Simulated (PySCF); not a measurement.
# One shape, several levels: SiHF3 (SMILES F[SiH](F)F)

We compute a comparison of 5 runs (HF/3-21G, HF/def2-SVP, HF/cc-pVTZ, B3LYP/6-31G*, TPSSh/def2-TZVP) of SiHF3. Input form: a Python script.

The calculation is run with PySCF 2.14.0.

## Step 1: The structure to begin with

SiHF3: 5 atoms, total charge 0, spin state singlet. As SMILES, `F[SiH](F)F`. Geometry: relaxed at PBE0-D4/def2-TZVP.

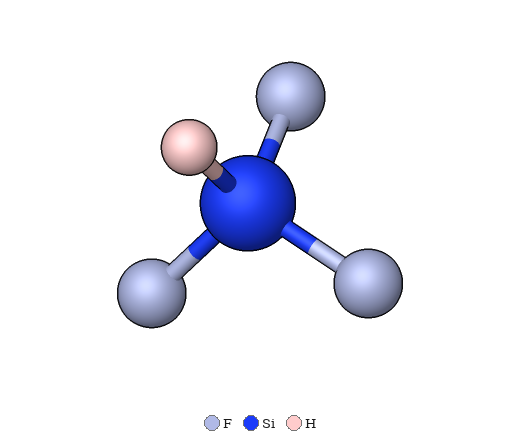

Viewed from a chosen angle; fluorine light blue, silicon blue, hydrogen pink.

## Step 2: Energy and forces at HF/3-21G (run 1)

File input.py:

```python
import pyscf.grad
from pyscf import gto

mol = gto.M(
    atom=[
    ('F', (-0.447100, -0.082200, 1.491300)),
    ('Si', (0.040700, 0.001700, -0.001800)),
    ('F', (-0.597100, 1.281400, -0.657200)),
    ('F', (-0.495900, -1.263300, -0.767200)),
    ('H', (1.499400, 0.062400, -0.065100)),
],
    spin=0,
    basis='3-21g',
    verbose=3,
    max_memory=1860,
)

mf = mol.RHF()
mf.conv_tol = 1e-10
mf.kernel()
if not mf.converged:
    mf = mf.newton().run(mf.mo_coeff, mf.mo_occ)

e_final = mf.e_tot
print(f'total energy: {e_final:.8f} hartree')
grad = mf.Gradients().kernel()
dip = mf.dip_moment()
pop, q = mf.mulliken_pop()
```

Started as:

```sh
$ OMP_NUM_THREADS=1 python input.py
```

The log of the run:

```text
converged SCF energy = -584.873289782223
total energy: -584.87328978 hartree
[... 8 lines left out ...]
Dipole moment(X, Y, Z, Debye):  1.95649,  0.08150, -0.08540
[... 48 lines left out ...]
charge of    4H =     -0.27371
```

Wall time 0.86 s (1 thread of Arm Neoverse V2, shared host); peak memory 0.12 GiB.

## Step 3: Energy and forces at HF/def2-SVP (run 2)

File job.py:

```python
from pyscf import gto

system = gto.M(
    atom=[
    ('F', (-0.447100, -0.082200, 1.491300)),
    ('Si', (0.040700, 0.001700, -0.001800)),
    ('F', (-0.597100, 1.281400, -0.657200)),
    ('F', (-0.495900, -1.263300, -0.767200)),
    ('H', (1.499400, 0.062400, -0.065100)),
],
    basis='def2-svp',
    charge=0,
    verbose=4,
    max_memory=1860,
)

calc0 = system.RHF()
calc0.conv_tol = 1e-10
calc0.kernel()
if not calc0.converged:
    calc0 = calc0.newton().run(calc0.mo_coeff, calc0.mo_occ)

energy = calc0.e_tot
print('Final energy', energy)
grad = calc0.nuc_grad_method().kernel()
calc0.analyze()
```

Started as:

```sh
$ OMP_NUM_THREADS=1 python job.py
```

The log of the run:

```text
PySCF version 2.14.0

[... 76 lines left out ...]
DFT Exchange-Correlation Energy =      -51.153186733099687
[... 14 lines left out ...]
MO #13  energy= -0.75615706664948  occ= 2
[... 12 lines left out ...]
MO #26  energy= 0.345837477804722  occ= 0
[... 12 lines left out ...]
MO #39  energy= 1.4845059612918    occ= 0
[... 12 lines left out ...]
MO #52  energy= 3.39900598666274   occ= 0
[... 12 lines left out ...]
MO #65  energy= 4.01051761546347   occ= 0
[... 73 lines left out ...]
Dipole moment(X, Y, Z, Debye):  1.58583,  0.06608, -0.06946
```

It took 2 s on 1 thread of Arm Neoverse V2, shared host; peak memory 0.13 GiB.

Runs 3 to 4 aren't shown in full; the table further down has their settings and results.

## Step 4: Energy and forces at TPSSh/def2-TZVP (run 5)

File job.py:

```python
import pyscf.grad
from pyscf import gto, dft

molecule = gto.M(
    atom='''
F   -0.447100  -0.082200   1.491300
Si   0.040700   0.001700  -0.001800
F   -0.597100   1.281400  -0.657200
F   -0.495900  -1.263300  -0.767200
H    1.499400   0.062400  -0.065100
''',
    max_memory=1860,
    basis='def2-tzvp',
    spin=0,
    verbose=3,
)

mf = dft.RKS(molecule, xc='tpssh')
mf.grids.level = 5
mf.conv_tol = 1e-10
mf.kernel()
if not mf.converged:
    mf = mf.newton().run(mf.mo_coeff, mf.mo_occ)

e_tot = mf.e_tot
print('Final energy', e_tot)
grad = mf.Gradients().kernel()
mf.analyze()
```

Started as:

```sh
$ OMP_NUM_THREADS=1 python job.py
```

The log of the run:

```text
converged SCF energy = -589.975837760874
[... 30 lines left out ...]
MO #21  energy= -0.383403290271992 occ= 2
[... 22 lines left out ...]
MO #44  energy= 0.74030014417334   occ= 0
[... 22 lines left out ...]
MO #67  energy= 2.00413568229207   occ= 0
[... 22 lines left out ...]
MO #90  energy= 3.71560968035374   occ= 0
[... 22 lines left out ...]
MO #113 energy= 6.96251854066501   occ= 0
[... 22 lines left out ...]
MO #136 energy= 56.9899651199634   occ= 0
[... 6 lines left out ...]
Dipole moment(X, Y, Z, Debye):  1.24266,  0.05179, -0.05452
```

Run time: 76 s. Hardware: 1 thread of Arm Neoverse V2, shared host; peak memory 1.5 GiB.

## Step 5: The series

```csv
run,level,Cartesian functions,integration grid,energy (Eh),dipole moment (D),HOMO energy (eV),LUMO energy (eV),wall time
1,HF/3-21G,no,–,-584.873290,1.96,-15.29,5.74,0.86 s
2,HF/def2-SVP,no,–,-587.685972,1.59,-15.37,5.32,2 s
3,HF/cc-pVTZ,no,–,-588.175855,1.47,-15.29,4.51,18 s
4,B3LYP/6-31G* (Cartesian functions),yes,5,-589.801683,1.26,-10.72,1.42,12 s
5,TPSSh/def2-TZVP,no,5,-589.975838,1.24,-10.43,0.73,76 s
```

## Step 6: Outcome

| quantity | value |
| --- | --- |
| run 5: total energy | -589.97584 Eh |
| run 5: dipole moment | 1.24 D |
| run 5: HOMO energy | -10.43 eV |
| run 5: LUMO energy | 0.73 eV |
| run 5: HOMO–LUMO gap | 11.16 eV |
| run 5: largest force on an atom | 0.306 eV/Å |

What this shows: The dipole moment (its size) runs from 1.24 D (TPSSh/def2-TZVP) to 1.96 D (HF/3-21G). The two ends differ in method and basis. The HOMO–LUMO gap runs from 11.16 eV (TPSSh/def2-TZVP) to 21.03 eV (HF/3-21G). Totals of different functionals can't be ranked against each other. All runs together took 1.8 min, the longest 76 s.
